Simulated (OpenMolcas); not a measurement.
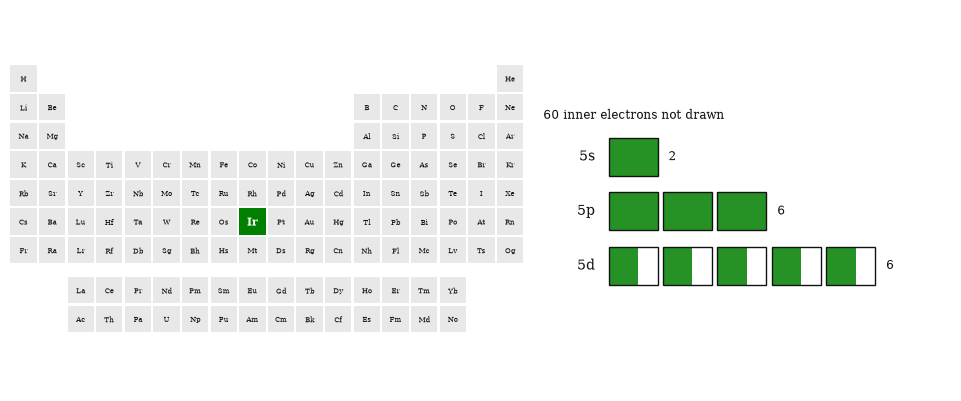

Left, the place of iridium in the periodic table; right, the outer shells of the leading configuration of the lowest level: a box for each of the 2l + 1 orbitals, shaded by the share of the shell that is filled, with the electron count at the right.

Ir³⁺ complex: multiconfigurational calculation (part 1 of 2)

Ir³⁺ with 6 ligands (F; octahedron, 1.99 Å), neutralised by 6 outer point charges of +0.5 e, whose field is part of the energies. Computed at this level: state-averaged CASSCF, active space 6 electrons in the shell 5d, basis ANO-RCC-VTZP on the metal and ANO-RCC-VDZP on the ligands, DKH2 scalar Hamiltonian, spin-orbit coupling by RASSI with atomic mean-field integrals (OpenMolcas).

### Key numbers

```
                                 quantity                                                                 value
                                  outcome                                                             converged
      energy of the lowest spin-free term                                                  −18408.91631 hartree
    energy of the lowest spin-orbit level                                                  −18408.93661 hartree
largest spread among components of a term                                                              0.0 cm⁻¹
                                 hardware  1 thread of Arm Neoverse V2, 24 GiB of memory available, shared host
                                wall time                                                                  58 s
                              peak memory                                                              0.59 GiB
```

### Remarks

Without dynamic correlation the splittings between terms come out too large, often by 20 to 50 %. To bear in mind: small active space favours high spin, ground spin may be wrong; covalent bonds, ligand orbitals missing from the active space; distances are set from ionic radii, not optimised.

### Input file
```
&GATEWAY
Coord
7

Ir 0.0 0.0 0.0
F 1.990000 0.000000 0.000000
F 0.000000 1.990000 0.000000
F -1.990000 0.000000 0.000000
F 0.000000 -1.990000 0.000000
F 0.000000 0.000000 1.990000
F 0.000000 0.000000 -1.990000
Basis=Ir.ANO-RCC-VTZP,F.ANO-RCC-VDZP
Group=XYZ
NoMove
AngMom=0.0 0.0 0.0
AMFI
RICD
XField
3 Angstrom 0
4.790000 0.000000 0.000000 0.500000
0.000000 4.790000 0.000000 0.500000
0.000000 0.000000 4.790000 0.500000
&SEWARD
&RASSCF
FileOrb=start.orb
Symmetry=1
Spin=5
nActEl=6 0 0
Inactive=30 34
Ras2=5 0
CIRoot=5 5 1
SDav=5
CIMx=300
Iter=150 100
PrWF=0.3
OrbListing=Nothing
MaxOrb=0
LevShft=1.0
>>> COPY $Project.JobIph JOB001
&RASSCF
FileOrb=start.orb
Symmetry=1
Spin=3
nActEl=6 0 0
Inactive=30 34
Ras2=5 0
CIRoot=45 45 1
SDav=45
CIMx=300
Iter=150 100
PrWF=0.3
OrbListing=Nothing
MaxOrb=0
LevShft=1.0
>>> COPY $Project.JobIph JOB002
&RASSCF
FileOrb=start.orb
Symmetry=1
Spin=1
nActEl=6 0 0
Inactive=30 34
Ras2=5 0
CIRoot=50 50 1
SDav=50
CIMx=300
Iter=150 100
PrWF=0.3
OrbListing=Nothing
MaxOrb=0
LevShft=1.0
>>> COPY $Project.JobIph JOB003
&RASSI
NrOfJobIphs=3 5 45 50
1 2 3 4 5
1 2 3 4 5 6 7 8 9 10 11 12 13 14 15 16 17 18 19 20 21 22 23 24 25 26 27
28 29 30 31 32 33 34 35 36 37 38 39 40 41 42 43 44 45
1 2 3 4 5 6 7 8 9 10 11 12 13 14 15 16 17 18 19 20 21 22 23 24 25 26 27
28 29 30 31 32 33 34 35 36 37 38 39 40 41 42 43 44 45 46 47 48 49 50
IphNames
JOB001
JOB002
JOB003
EJob
SpinOrbit
DIPRint=1.0
SOCoupling=1000.0
Subsets=2
Property=9
'ANGMOM' 1 'ANGMOM' 2 'ANGMOM' 3 'MLTPL  1' 1 'MLTPL  1' 2 'MLTPL  1' 3
'AMFI' 1 'AMFI' 2 'AMFI' 3
SOProperty=3
'ANGMOM' 1 'ANGMOM' 2 'ANGMOM' 3
```

The file start.orb holds starting orbitals from an earlier step. A driver script formed the levels outside the program, from RASSI's spin-orbit matrix and the active-space energies, averaged over the components of each term or state.

Command:
```bash
OMP_NUM_THREADS=1 MOLCAS_MEM=2457 MOLCAS_PROJECT=a pymolcas a.inp > a.log  # once for each step of the input, in one work folder
```

### Log (extracts)
```
--- SEWARD ---
Basis set label: IR.ANO-RCC...8S7P5D3F1G.

      Electronic valence basis set:
      ------------------
      Associated Effective Charge  77.000000 au
      Associated Actual Charge     77.000000 au
      Nuclear Model: Point charge

      Shell  nPrim  nBasis  Cartesian Spherical Contaminant
         s      24       8        X
         p      21       7        X
         d      15       5                 X
         f      11       3                 X
         g       4       1                 X
                  Relativistic Douglas-Kroll-Hess integrals:
                    - DKH order of Hamiltonian: 2
                    - DKH order of Properties : 0
                  Atomic mean-field integrals
--- RASSCF ---
Wave function specifications:
      -----------------------------

      Number of closed shell electrons         128
      Number of electrons in active shells       6
      Max number of holes in RAS1 space          0
      Max nr of electrons in RAS3 space          0
      Number of inactive orbitals               64
      Number of active orbitals                  5
      Number of secondary orbitals              99
      Spin quantum number                      2.0
      State symmetry                             1
Orbital specifications:
      -----------------------

      Symmetry species                           1   2
                                                ag  au
      Frozen orbitals                            0   0
      Inactive orbitals                         30  34
      Active orbitals                            5   0
      RAS1 orbitals                              0   0
      RAS2 orbitals                              5   0
      RAS3 orbitals                              0   0
      Secondary orbitals                        49  50
      Deleted orbitals                           0   0
      Number of basis functions                 84  84
      Number of CSFs                             5
      Number of root(s) required                 5
      Iter CI   SX   CI       RASSCF       Energy    max ROT     max BLB   max BLB  Level Ln srch  Step   QN
          iter iter root      energy       change     param      element    value   shift minimum  type update
 Nr of preliminary CI iterations:   1
      Total energies have been shifted. Add               -18000.00 au
        1   1   12    0  -407.73594691    0.00E+00  -8.85E-02   20  61 1 -3.02E-01*  1.06   0.00    SX    NO
        2   1   13    0  -408.63116799   -8.95E-01* -7.79E-02   35  50 1  8.31E-02*  0.76   0.00    SX    NO
        3   1   13    0  -408.74128232   -1.10E-01*  3.17E-02   17  58 1  4.48E-02*  0.65   0.00    SX    NO
        4   1   12    0  -408.75494176   -1.37E-02* -1.38E-02   34  55 1  1.31E-02*  0.63   0.00    SX    NO
        5   1   12    0  -408.75733585   -2.39E-03* -9.20E-03   30  33 1  6.33E-03*  0.63   1.70    LS   YES
        6   1   11    0  -408.75782211   -4.86E-04* -4.26E-03   13  38 2  9.45E-03*  0.62   1.05    QN   YES
        7   1   11    0  -408.75804533   -2.23E-04* -1.38E-03   13  48 2  3.85E-03*  0.62   0.90    QN   YES
        8   1   10    0  -408.75810080   -5.55E-05* -6.75E-04   13  48 2  8.55E-04*  0.62   1.49    LS   YES
        9   1   10    0  -408.75810747   -6.67E-06*  3.33E-04   22  52 2 -7.02E-04*  0.62   1.00    QN   YES
       10   1    9    0  -408.75811318   -5.71E-06*  1.30E-04   22  52 2 -2.47E-04*  0.62   1.21    QN   YES
       11   1    8    0  -408.75811414   -9.60E-07* -7.81E-05   18  53 2  9.57E-05   0.62   1.27    QN   YES
       12   1    7    0  -408.75811426   -1.21E-07* -2.53E-05   32  53 1  3.13E-05   0.62   1.21    QN   YES
       13   1    6    0  -408.75811427   -1.07E-08*  5.94E-06   34  38 2 -6.74E-06   0.62   1.23    QN   YES
       14   1    5    0  -408.75811427   -9.82E-10  -1.43E-06   18  51 1 -2.68E-06   0.62   1.20    QN   YES
      Convergence after 14 iterations
       15   1    5    0  -408.75811427   -5.09E-11  -1.43E-06   18  51 1 -9.07E-07   0.62   1.20    QN   YES
      Natural orbitals and occupation numbers for root  1
      sym 1:   1.000000   2.000000   1.000000   1.000000   1.000000
      Natural orbitals and occupation numbers for root  2
      sym 1:   2.000000   1.000000   1.000000   1.000000   1.000000
      Natural orbitals and occupation numbers for root  3
      sym 1:   2.000000   1.000000   1.000000   1.000000   1.000000
::    RASSCF root number  1 Total energy: -18408.80431757
::    RASSCF root number  2 Total energy: -18408.80431757
::    RASSCF root number  3 Total energy: -18408.80431757
::    RASSCF root number  4 Total energy: -18408.68880932
::    RASSCF root number  5 Total energy: -18408.68880932
--- RASSCF ---
Wave function specifications:
      -----------------------------

      Number of closed shell electrons         128
      Number of electrons in active shells       6
      Max number of holes in RAS1 space          0
      Max nr of electrons in RAS3 space          0
      Number of inactive orbitals               64
      Number of active orbitals                  5
      Number of secondary orbitals              99
      Spin quantum number                      1.0
      State symmetry                             1
Orbital specifications:
      -----------------------

      Symmetry species                           1   2
                                                ag  au
      Frozen orbitals                            0   0
      Inactive orbitals                         30  34
      Active orbitals                            5   0
      RAS1 orbitals                              0   0
      RAS2 orbitals                              5   0
      RAS3 orbitals                              0   0
      Secondary orbitals                        49  50
      Deleted orbitals                           0   0
      Number of basis functions                 84  84
      Number of CSFs                            45
      Number of root(s) required                45
      Iter CI   SX   CI       RASSCF       Energy    max ROT     max BLB   max BLB  Level Ln srch  Step   QN
          iter iter root      energy       change     param      element    value   shift minimum  type update
 Nr of preliminary CI iterations:   1
      Total energies have been shifted. Add               -18000.00 au
        1   1   11    0  -408.64992042    0.00E+00  -1.10E-02   22  33 1  1.01E-02*  0.63   0.00    SX    NO
        2   1   11    0  -408.65104928   -1.13E-03*  5.72E-03   22  33 1  5.26E-03*  0.63   0.00    SX    NO
        3   1   11    0  -408.65137047   -3.21E-04*  2.90E-03   23  35 1 -2.66E-03*  0.63   0.00    SX    NO
        4   1   10    0  -408.65146852   -9.81E-05* -1.56E-03   22  33 1  1.44E-03*  0.63   0.00    SX    NO
        5   1    9    0  -408.65149937   -3.08E-05* -1.98E-03   35  50 1 -7.56E-04*  0.63   2.28    LS   YES
        6   1    9    0  -408.65151325   -1.39E-05* -1.62E-04   14  50 2  6.58E-04*  0.63   0.99    QN   YES
        7   1    9    0  -408.65151392   -6.69E-07* -6.65E-05   14  50 2 -3.53E-04*  0.63   0.72    QN   YES
        8   1    8    0  -408.65151416   -2.47E-07* -6.67E-05   35  56 1 -4.17E-05   0.63   1.27    QN   YES
        9   1    7    0  -408.65151420   -4.18E-08* -2.74E-05   13  46 2  1.98E-05   0.63   1.35    QN   YES
       10   1    6    0  -408.65151421   -6.34E-09   5.11E-06   24  51 1 -1.04E-05   0.63   1.15    QN   YES
      Convergence after 10 iterations
       11   1    6    0  -408.65151421   -4.22E-10   5.11E-06   24  51 1 -5.74E-06   0.63   1.15    QN   YES
      Natural orbitals and occupation numbers for root  1
      sym 1:   1.978340   1.981748   1.007808   0.016041   1.016063
      Natural orbitals and occupation numbers for root  2
      sym 1:   1.741740   1.982468   0.261539   1.252669   0.761583
      Natural orbitals and occupation numbers for root  3
      sym 1:   1.982517   1.255857   0.264795   1.738517   0.758314
::    RASSCF root number  1 Total energy: -18408.83853948
::    RASSCF root number  2 Total energy: -18408.83853948
::    RASSCF root number  3 Total energy: -18408.83853948
::    RASSCF root number  4 Total energy: -18408.81588875
::    RASSCF root number  5 Total energy: -18408.81588875
::    RASSCF root number  6 Total energy: -18408.81588875
::    RASSCF root number  7 Total energy: -18408.73090441
::    RASSCF root number  8 Total energy: -18408.73090441
::    RASSCF root number  9 Total energy: -18408.73090441
::    RASSCF root number 10 Total energy: -18408.72679656
::    RASSCF root number 11 Total energy: -18408.72679656
::    RASSCF root number 12 Total energy: -18408.72679656
::    RASSCF root number 13 Total energy: -18408.71427881
::    RASSCF root number 14 Total energy: -18408.71427880
::    RASSCF root number 15 Total energy: -18408.71240941
::    RASSCF root number 16 Total energy: -18408.71240941
::    RASSCF root number 17 Total energy: -18408.71240941
::    RASSCF root number 18 Total energy: -18408.70134679
::    RASSCF root number 19 Total energy: -18408.70134679
::    RASSCF root number 20 Total energy: -18408.70134679
::    RASSCF root number 21 Total energy: -18408.66003322
::    RASSCF root number 22 Total energy: -18408.64256187
::    RASSCF root number 23 Total energy: -18408.64256187
::    RASSCF root number 24 Total energy: -18408.64256187
::    RASSCF root number 25 Total energy: -18408.61416538
::    RASSCF root number 26 Total energy: -18408.61416538
::    RASSCF root number 27 Total energy: -18408.60589915
::    RASSCF root number 28 Total energy: -18408.60589915
::    RASSCF root number 29 Total energy: -18408.60589915
::    RASSCF root number 30 Total energy: -18408.60269605
--- RASSCF ---
Wave function specifications:
      -----------------------------

      Number of closed shell electrons         128
      Number of electrons in active shells       6
      Max number of holes in RAS1 space          0
      Max nr of electrons in RAS3 space          0
      Number of inactive orbitals               64
      Number of active orbitals                  5
      Number of secondary orbitals              99
      Spin quantum number                      0.0
      State symmetry                             1
Orbital specifications:
      -----------------------

      Symmetry species                           1   2
                                                ag  au
      Frozen orbitals                            0   0
      Inactive orbitals                         30  34
      Active orbitals                            5   0
      RAS1 orbitals                              0   0
      RAS2 orbitals                              5   0
      RAS3 orbitals                              0   0
      Secondary orbitals                        49  50
      Deleted orbitals                           0   0
      Number of basis functions                 84  84
      Number of CSFs                            50
      Number of root(s) required                50
      Iter CI   SX   CI       RASSCF       Energy    max ROT     max BLB   max BLB  Level Ln srch  Step   QN
          iter iter root      energy       change     param      element    value   shift minimum  type update
 Nr of preliminary CI iterations:   1
      Total energies have been shifted. Add               -18000.00 au
        1   1   11    0  -408.59903648    0.00E+00  -4.08E-03   31  49 1 -4.23E-03*  0.62   0.00    SX    NO
        2   1   10    0  -408.59933678   -3.00E-04*  2.28E-03   31  49 1 -2.07E-03*  0.62   0.00    SX    NO
        3   1   10    0  -408.59942491   -8.81E-05*  1.35E-03   31  49 1 -1.19E-03*  0.62   0.00    SX    NO
        4   1    9    0  -408.59945276   -2.79E-05*  8.14E-04   27  31 1 -6.97E-04*  0.62   0.00    SX    NO
        5   1    9    0  -408.59946189   -9.12E-06*  1.09E-03   27  31 1 -4.10E-04*  0.62   2.35    LS   YES
        6   1    8    0  -408.59946632   -4.44E-06* -7.96E-05   13  46 2  2.91E-04*  0.62   1.00    QN   YES
        7   1    8    0  -408.59946650   -1.76E-07* -3.98E-05   15  50 2 -1.59E-04*  0.62   0.78    QN   YES
        8   1    7    0  -408.59946657   -6.59E-08* -3.99E-05   17  38 2  2.82E-05   0.62   1.45    QN   YES
        9   1    6    0  -408.59946658   -1.31E-08* -4.95E-06   24  51 1 -8.01E-06   0.62   1.11    QN   YES
       10   1    5    0  -408.59946658   -5.89E-10  -2.65E-06   24  51 1 -4.55E-06   0.62   1.21    QN   YES
      Convergence after 10 iterations
       11   1    5    0  -408.59946658   -7.28E-11  -2.65E-06   24  51 1 -2.04E-06   0.62   1.21    QN   YES
      Natural orbitals and occupation numbers for root  1
      sym 1:   1.989009   1.989009   1.989009   0.016486   0.016486
      Natural orbitals and occupation numbers for root  2
      sym 1:   1.992833   1.150074   0.160144   1.844341   0.852608
      Natural orbitals and occupation numbers for root  3
      sym 1:   1.992946   1.849069   0.155319   0.857454   1.145212
::    RASSCF root number  1 Total energy: -18408.91630725
::    RASSCF root number  2 Total energy: -18408.80950607
::    RASSCF root number  3 Total energy: -18408.80950607
::    RASSCF root number  4 Total energy: -18408.80950607
::    RASSCF root number  5 Total energy: -18408.76405369
::    RASSCF root number  6 Total energy: -18408.76405369
::    RASSCF root number  7 Total energy: -18408.76405369
::    RASSCF root number  8 Total energy: -18408.69523205
::    RASSCF root number  9 Total energy: -18408.69523205
::    RASSCF root number 10 Total energy: -18408.69523205
::    RASSCF root number 11 Total energy: -18408.69277080
::    RASSCF root number 12 Total energy: -18408.69277080
::    RASSCF root number 13 Total energy: -18408.68813836
::    RASSCF root number 14 Total energy: -18408.66549251
::    RASSCF root number 15 Total energy: -18408.66549251
::    RASSCF root number 16 Total energy: -18408.66549251
::    RASSCF root number 17 Total energy: -18408.66251762
::    RASSCF root number 18 Total energy: -18408.66056000
::    RASSCF root number 19 Total energy: -18408.66056000
::    RASSCF root number 20 Total energy: -18408.66056000
::    RASSCF root number 21 Total energy: -18408.62614710
::    RASSCF root number 22 Total energy: -18408.62614710
::    RASSCF root number 23 Total energy: -18408.60697386
::    RASSCF root number 24 Total energy: -18408.60697386
::    RASSCF root number 25 Total energy: -18408.60697386
::    RASSCF root number 26 Total energy: -18408.58351946
::    RASSCF root number 27 Total energy: -18408.58351946
::    RASSCF root number 28 Total energy: -18408.56777486
::    RASSCF root number 29 Total energy: -18408.56388706
::    RASSCF root number 30 Total energy: -18408.56388706
```

(Continued in part 2.)
